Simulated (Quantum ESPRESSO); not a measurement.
# CuO (Tenorite): orders under biaxial strain, part 2 of 2

Aim: follow moments and order energies of CuO (Tenorite) with biaxial strain.

Quantum ESPRESSO 7.5; PBE with U = 6 eV on Cu d (ortho-atomic projectors); plane waves with GBRV 1.5 PBE potentials, no spin-orbit coupling.

So far, absolute magnetization (μB): step 2 (biaxial 0.96, ferro ++) 2.09; step 3 (antiferromagnetic, Kohn–Sham states 34, start moments [1.0 …) 1.65.

### 5. Biaxial 1.04, ferro ++

The input, pw.in:

```
&CONTROL
  calculation = 'scf'
  prefix = 'pwscf'
  outdir = './tmp'
  pseudo_dir = './pseudo'
  disk_io = 'nowf'
  tprnfor = .true.
  tstress = .true.
/
&SYSTEM
  ibrav = 0
  nat = 4
  ntyp = 2
  ecutwfc = 40
  ecutrho = 280
  nbnd = 35
  occupations = 'smearing'
  smearing = 'fd'
  degauss = 0.00367493
  nspin = 2
  starting_magnetization(1) = 0.0526
  starting_magnetization(2) = 0
/
&ELECTRONS
  conv_thr = 8d-09
  electron_maxstep = 150
  mixing_beta = 0.3
/
ATOMIC_SPECIES
Cu     63.5460 cu_pbe_v1.2.uspp.F.UPF
O      15.9990 o_pbe_v1.2.uspp.F.UPF
CELL_PARAMETERS bohr
   4.6024733300   -3.3632438498    0.0000000000
   4.6024733300    3.3632438498    0.0000000000
  -1.6705717965    0.0000000000    9.5579879301
ATOMIC_POSITIONS crystal
Cu      0.0000000000    0.5000000000    0.0000000000
Cu      0.5000000000    0.0000000000    0.5000000000
O       0.5816000000    0.4184000000    0.2500000000
O       0.4184000000    0.5816000000    0.7500000000
K_POINTS automatic
8 8 4 0 0 0
HUBBARD {ortho-atomic}
U Cu-3d 6.0000
```

Command:

```sh
> OMP_NUM_THREADS=1 mpirun -n 2 pw.x -nk 2 -in pw.in > pw.out
```

Output:

```text
     [... lines left out ...]
Program PWSCF v.7.5 starts
     [... lines left out ...]
     number of atoms/cell      =            4
     [... lines left out ...]
     number of electrons       =        50.00
     number of Kohn-Sham states=           35
     kinetic-energy cutoff     =      40.0000  Ry
     charge density cutoff     =     280.0000  Ry
     scf convergence threshold =      8.0E-09
     [... lines left out ...]
      4 Sym. Ops., with inversion, found ( 2 have fractional translation)
     [... lines left out ...]
     number of k points=    78  Fermi-Dirac smearing, width (Ry)=  0.0037
     [... lines left out ...]
     iteration # 15     ecut=    40.00 Ry     beta= 0.30
     [... lines left out ...]
     Magnetic moment per site  (integrated on atomic sphere of radius R)
     atom   1 (R=0.273)  charge= 16.5166  magn=  0.6995
     atom   2 (R=0.273)  charge= 16.5166  magn=  0.6995
     atom   3 (R=0.273)  charge=  5.4404  magn=  0.2840
     atom   4 (R=0.273)  charge=  5.4404  magn=  0.2840
     [... lines left out ...]
     Tr[ns(  1)] (up, down, total) =   4.94137  4.25897  9.20034
     [... lines left out ...]
     Tr[ns(  2)] (up, down, total) =   4.94137  4.25897  9.20034
     [... lines left out ...]
     the Fermi energy is    10.4379 ev
!    total energy              =    -871.81791521 Ry
     estimated scf accuracy    <          5.9E-09 Ry
     smearing contrib. (-TS)   =      -0.00000664 Ry
     [... lines left out ...]
     total magnetization       =     2.00 Bohr mag/cell
     absolute magnetization    =     2.10 Bohr mag/cell
     convergence has been achieved in  15 iterations
     [... lines left out ...]
     Total force =     0.003333     Total SCF correction =     0.000100
     [... lines left out ...]
          total   stress  (Ry/bohr**3)                   (kbar)     P=       -8.09
     [... lines left out ...]
```

The job ended after 47 s (2 MPI ranks of Intel Xeon 6975P-C (Granite Rapids), shared host; peak memory 0.36 GiB; 93 s of CPU time).

This step gave:

| Quantity | Value |
| --- | --- |
| smearing term TS | 9.04e-5 eV |
| pressure | -0.809 GPa |
| magnetization | 2 μB |
| absolute magnetization | 2.099 μB |
| final state | ferromagnetic |
| largest moment | 0.6995 μB |

### 6. The series

The runs not shown differ from these in the moved quantity alone.

States, by row:

| biaxial | ferro ++ | antiferro +- | no spin polarisation |
| --- | --- | --- | --- |
| 0.96 | ferromagnetic | antiferromagnetic | non-magnetic |
| 0.98 | ferromagnetic | antiferromagnetic | non-magnetic |
| 1 | ferromagnetic | antiferromagnetic | non-magnetic |
| 1.02 | ferromagnetic | antiferromagnetic | non-magnetic |
| 1.04 | ferromagnetic | antiferromagnetic | non-magnetic |

Largest site moment against biaxial:

| biaxial (factor) | ferro ++ (μB) | antiferro +- (μB) |
| --- | --- | --- |
| 0.9600 | 0.700 | 0.634 |
| 0.9800 | 0.702 | 0.641 |
| 1.0000 | 0.702 | 0.646 |
| 1.0200 | 0.701 | 0.649 |
| 1.0400 | 0.700 | 0.650 |

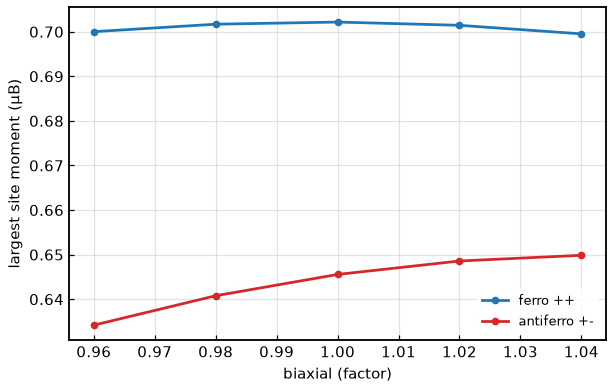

Largest site moment, plotted against biaxial.

Table of energy less that of the parallel start by biaxial; values in meV a seeded atom:

| biaxial (factor) | antiferro +- | no spin polarisation |
| --- | --- | --- |
| 0.9600 | -59.0 | 223 |
| 0.9800 | -54.4 | 234 |
| 1.0000 | -50.5 | 242 |
| 1.0200 | -47.1 | 245 |
| 1.0400 | -44.2 | 245 |

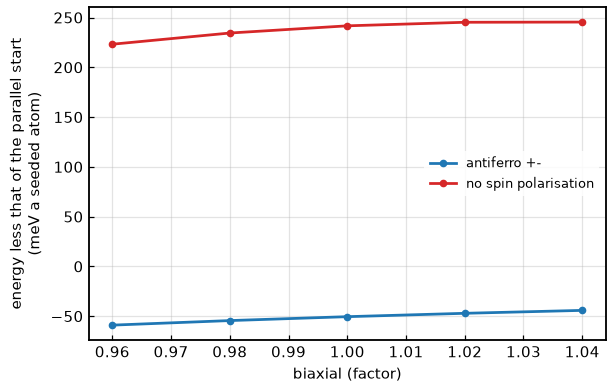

Energy less that of the parallel start against biaxial.

Energy over the lowest against biaxial; values in meV an atom:

| biaxial (factor) | ferro ++ | antiferro +- | no spin polarisation |
| --- | --- | --- | --- |
| 0.9600 | 143 | 113 | 254 |
| 0.9800 | 81.4 | 54.2 | 199 |
| 1.0000 | 42.6 | 17.4 | 163 |
| 1.0200 | 23.7 | 0.120 | 146 |
| 1.0400 | 22.1 | 0 | 145 |

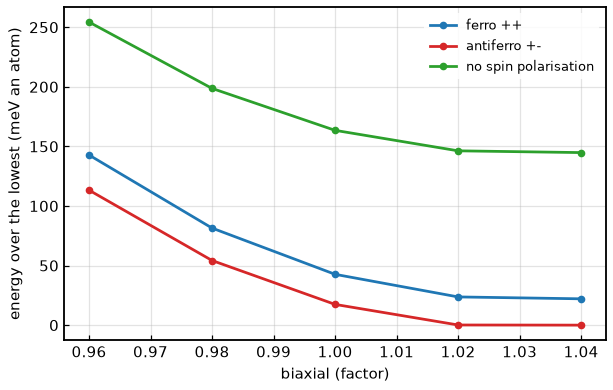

Energy over the lowest against biaxial.

### 7. Results

```json
{
  "moment, parallel start": "0.700 to 0.702 μB",
  "states met from these starts": "antiferromagnetic and ferromagnetic"
}
```

In words: The net moment of the cell goes from 2.00 to 2 μB. The largest moment of the start antiferro +- lies between 0.634 and 0.650 μB. The start antiferro +- lies under the parallel one at every finished point, by 44.2 to 59.0 meV a seeded atom.

[Logs and program files are shortened in this print: banners, set-up blocks, solver, clock and traceback lines can be left out without a mark of their own.]

[Logs are printed without paths, hosts, clocks, repeated set-up lines and the standing remarks that a program may print on its own settings, such as how far it seeks lower states.]

[Hosts, paths, dates, database ids (printed as entryN), source tags and the programs' standing remarks are cut or masked in the printed files.]

[Where a cell is said to come from a database of computed structures, the database is the Materials Project.]
